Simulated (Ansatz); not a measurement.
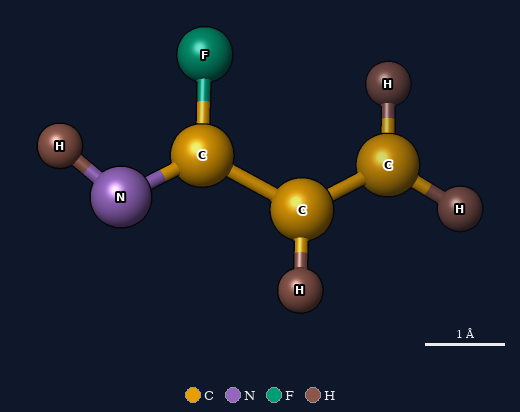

Figure 1. The input geometry (ball-and-stick view, seen at a tilt).

Run report: C₃H₄FN, phonon calculation

System: C₃H₄FN, SMILES C=CC(=N)F.
Method: RKS PBE0-D4/def2-TZVP (Ansatz 0.2.0).

The geometry comes from this level: PBE0-D4/def2-TZVP. Figures and captions count atoms from 1; the log counts them from 0 in places.

Output:
```
Functional definition: PBE0
  name "PBE0"
  cite "Adamo & Barone, J. Chem. Phys. 110, 6158 (1999) doi:10.1063/1.478522"
  cite "Perdew, Burke & Ernzerhof, Phys. Rev. Lett. 77, 3865 (1996) doi:10.1103/PhysRevLett.77.3865"
  parent pbe
  parameter a = 0.25
  parameter kappa = 0.804
  parameter beta = 0.06672455060314922
  exchange = (1 - a)*pbe_x(kappa = kappa, mu = beta*pi^2/3) + a*exact_x
  correlation = pbe_c(beta = beta)
1027 factors; their error is unknown
mean field evaluation 1: about -7369.5950 eV, gradient 6.0e1 eV
mean field evaluation 2: about -7365.3632 eV, gradient 7.3e1 eV
mean field evaluation 4: about -7376.9408 eV, gradient 3.3e0 eV
mean field evaluation 8: about -7376.9565 eV, gradient 1.5e-1 eV
mean field evaluation 16: about -7376.9663 eV, gradient 2.8e-4 eV
mean field -7376.96629138 eV, -271.0985109207 hartree, gradient 1.1e-5 eV, S^2 0.000000; 0 other end points of the search recorded, 0 dependent functions left out
the calculation of the forces begins
reference -7376.96631618 eV, -271.0985118321 hartree; 19, 19 occupied and 160, 160 virtual orbitals, 1027 factors
these checks for a lower state are left out or cut short: stability, starts, cluster_reference, orbital_swaps, neighbouring_geometries, increment
1027 factors; their error is unknown
mean field -7376.96624328 eV, -271.0985091533 hartree, gradient 1.6e-6 eV, S^2 0.000000; 0 other end points of the search recorded, 0 dependent functions left out
[... from here on the field's lines of each further geometry are left out, up to the last ...]
the calculation of the forces begins
reference -7376.96623059 eV, -271.0985086870 hartree; 19, 19 occupied and 160, 160 virtual orbitals, 1027 factors
these checks for a lower state are left out or cut short: stability, starts, cluster_reference, orbital_swaps, neighbouring_geometries, increment
1027 factors; their error is unknown
mean field -7376.96618743 eV, -271.0985071008 hartree, gradient 1.6e-6 eV, S^2 0.000000; 0 other end points of the search recorded, 0 dependent functions left out
the calculation of the forces begins
reference -7376.96621223 eV, -271.0985080120 hartree; 19, 19 occupied and 160, 160 virtual orbitals, 1027 factors
Total energy: -7377.09037306 eV, -271.1030708385 hartree
Atom 0 at    -0.024521     0.153177    -1.566070 Å, force     0.000033    -0.000434    -0.000653 eV/Å
Atom 1 at     0.150071    -0.509522    -0.429004 Å, force     0.000047     0.000155    -0.000395 eV/Å
Atom 2 at    -0.019979     0.085261     0.889933 Å, force    -0.000000     0.000149     0.000568 eV/Å
Atom 3 at     0.143416    -0.534126     1.965060 Å, force    -0.000127    -0.000222    -0.001067 eV/Å
Atom 4 at    -0.376043     1.387941     0.854833 Å, force     0.000133    -0.000413     0.000248 eV/Å
Atom 5 at     0.114720    -0.336239    -2.521989 Å, force     0.000054    -0.000326     0.000059 eV/Å
Atom 6 at    -0.310015     1.197957    -1.573280 Å, force    -0.000062     0.000288     0.000514 eV/Å
Atom 7 at     0.435472    -1.554238    -0.408645 Å, force    -0.000008     0.000308     0.000084 eV/Å
Atom 8 at    -0.024522     0.063390     2.771964 Å, force    -0.000068     0.000494     0.000642 eV/Å
Dipole moment:    -0.024005     0.093306    -0.267200 e Å
Vibrations: 145.56 274.17 474.66 511.99 590.19 799.22 834.00 903.70 994.61 1010.26 1034.84 1102.78 1305.41 1335.88 1446.30 1700.57 1788.08 3174.44 3218.65 3267.71 3527.05 cm⁻¹, zero-point energy 1.825052 eV
```

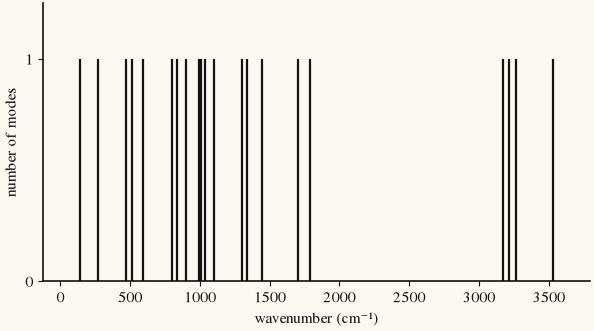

Figure 2. Harmonic vibrational wavenumbers from the force constants; neighbouring modes closer than 15 cm⁻¹ are counted in one stick. 21 modes from 146 to 3527 cm⁻¹, none imaginary.

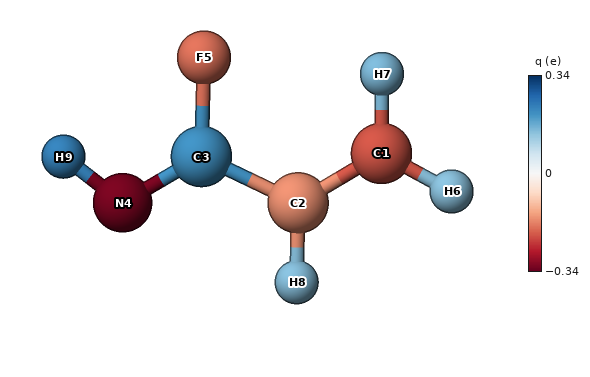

Figure 3. Mulliken charges, as the colour of each atom (ball-and-stick view, seen at a tilt; atoms are numbered from 1 in the order of the input). By element: C −0.21 to +0.21, N −0.32, F −0.18 and H +0.14 to +0.23 e.

This output came from the following input.

Input file:
```yaml
crystal:
  periodic: [false, false, false]
  atoms:
    - {symbol: C, position_ang: [-0.024521, 0.153177, -1.566070]}
    - {symbol: C, position_ang: [0.150071, -0.509522, -0.429004]}
    - {symbol: C, position_ang: [-0.019979, 0.085261, 0.889933]}
    - {symbol: N, position_ang: [0.143416, -0.534126, 1.965060]}
    - {symbol: F, position_ang: [-0.376043, 1.387941, 0.854833]}
    - {symbol: H, position_ang: [0.114720, -0.336239, -2.521989]}
    - {symbol: H, position_ang: [-0.310015, 1.197957, -1.573280]}
    - {symbol: H, position_ang: [0.435472, -1.554238, -0.408645]}
    - {symbol: H, position_ang: [-0.024522, 0.063390, 2.771964]}
basis:
  gaussian: {orbitals: def2-TZVP}
hamiltonian: {xc: pbe0, dispersion: d4}
phonons: {temperatures: {t_min: 298.15, t_max: 900, t_step: 200}}
```

Run as:
```bash
ansatz run in.yaml --threads 2 --pin off --events-out ev --progress --plain --max-ram 4352MiB
```

Key numbers:

```csv
quantity,value
outcome,converged
total energy,−7377.0904 eV
mean-field energy,−7376.9663 eV
dispersion energy,−0.1241 eV
largest force (length of the vector),0.001 eV/Å
dipole moment,1.36 D
hardware,"2 threads of AMD EPYC, 11 GiB of memory available, shared host"
wall time,2 min (CPU time 3.9 min)
peak memory,0.38 GiB
```
